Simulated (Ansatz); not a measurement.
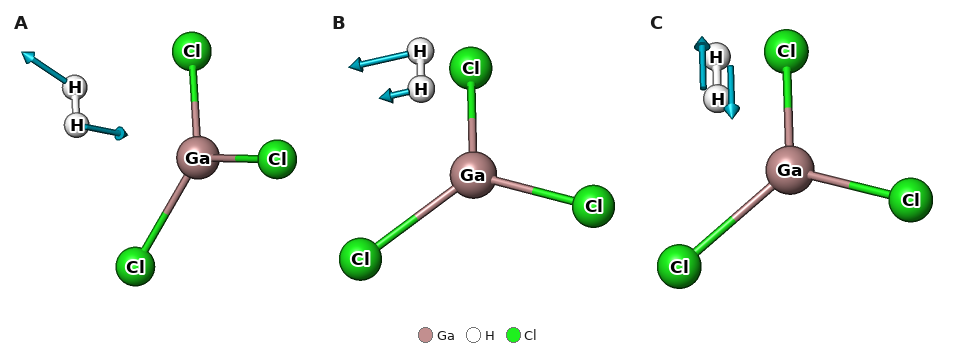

3 normal modes of one molecule or complex, as arrows. Harmonic vibrations computed with RKS PBE0-D4/def2-TZVP (Ansatz 0.2.0) at a stationary point of the same level.

Match the panels to the wavenumbers 168 cm⁻¹, 512 cm⁻¹, 4336 cm⁻¹.

Answer. A: 512 cm⁻¹
B: 168 cm⁻¹
C: 4336 cm⁻¹, H–H stretching
